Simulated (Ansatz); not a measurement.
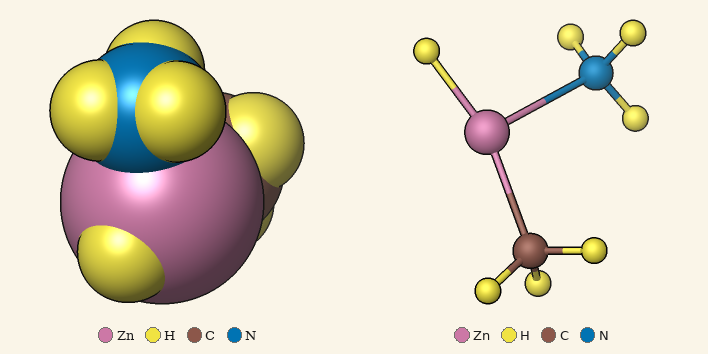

Two views of one molecule.

Computed geometry: PBE0-D4/def2-TZVP optimisation.

**What is the molecular formula?**

CH₇NZn, 10 atoms: 1 carbon, 7 hydrogen, 1 nitrogen and 1 zinc.

**What is the point group of this geometry?**

C1.

More results for the same structure follow; atom numbers are the same in all pictures, views and colours differ.

## Geometry

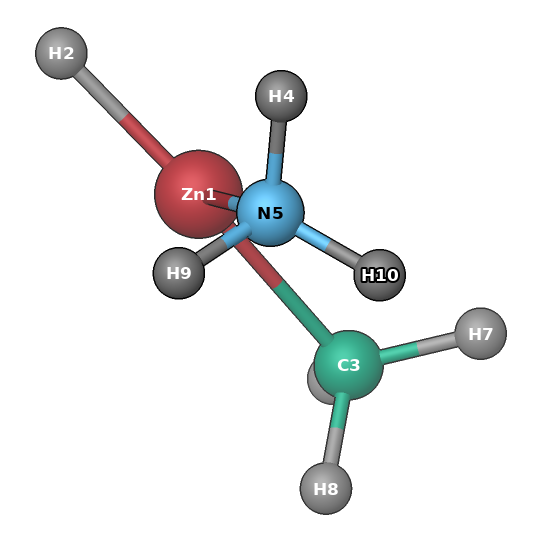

Zn1 lies behind N5. The molecule seen a little off the N5–Zn1 bond, N5 in front. Atoms fade into the background with distance from the viewer.

**What is the torsion angle H4–N5–Zn1–C3? The sign is positive where the front bond must turn clockwise to cover the back bond.**

137°, anticlinal.

## Charges

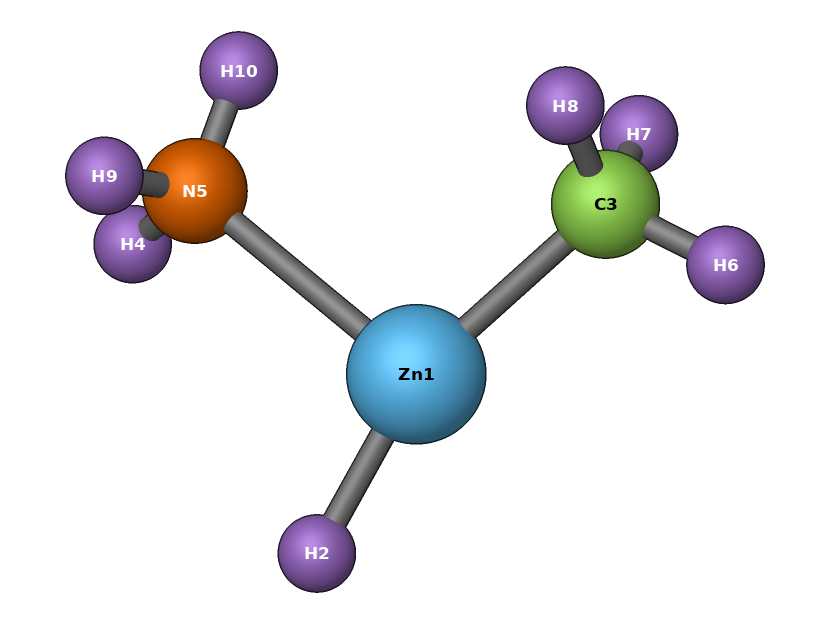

The questions are on Mulliken charges. Level of theory: RKS PBE0-D4/def2-TZVP (Ansatz 0.2.0).

Give the Mulliken charges atom by atom.

| atom | value (e) |
| --- | --- |
| Zn1 | 0.27 |
| H2 | −0.12 |
| C3 | −0.65 |
| H4 | 0.27 |
| N5 | −0.66 |
| H6 | 0.13 |
| H7 | 0.11 |
| H8 | 0.11 |
| H9 | 0.26 |
| H10 | 0.27 |

## Dipole moment

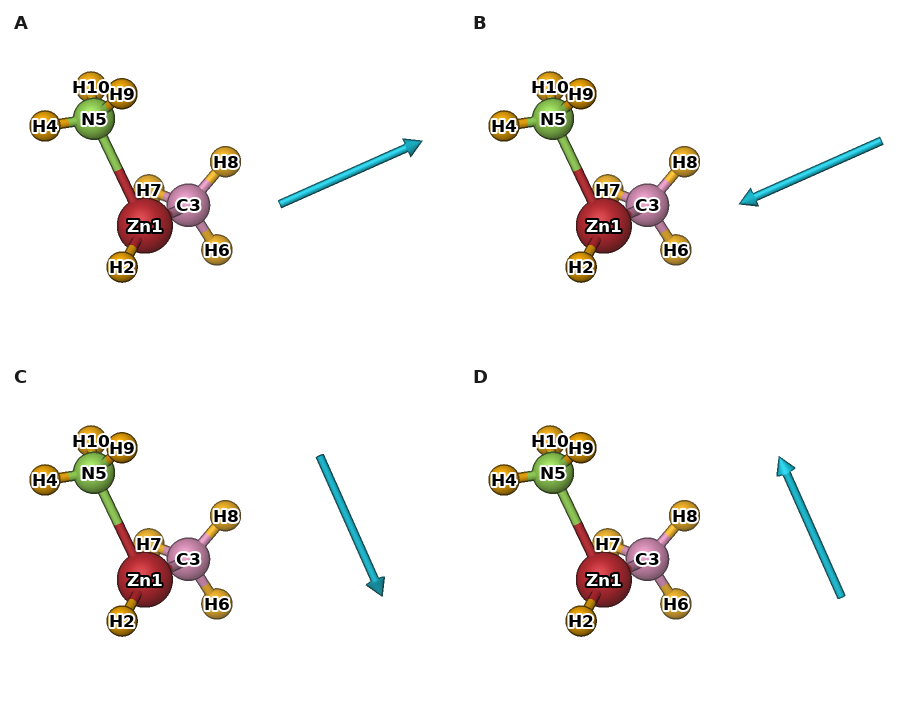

The same molecule four times, each with an arrow. Properties computed with RKS PBE0-D4/def2-TZVP (Ansatz 0.2.0).

**Which arrow points along the dipole moment, from the negative to the positive end?**

D. The dipole moment is 4.35 D; it points from the side of H6 to the side of H4, H9, H10 (the outermost atoms at the two ends).

## Electronic properties

Properties computed with RKS PBE0-D4/def2-TZVPP (Ansatz 0.2.0).

Predict the main results.

- HOMO energy (Kohn–Sham orbital): −6.60 eV
- LUMO energy (Kohn–Sham orbital): 0.09 eV
- HOMO–LUMO gap: 6.69 eV
- dispersion correction: −11.2 kJ/mol

Mulliken values depend strongly on the basis set and can even reverse the polarity of a bond.
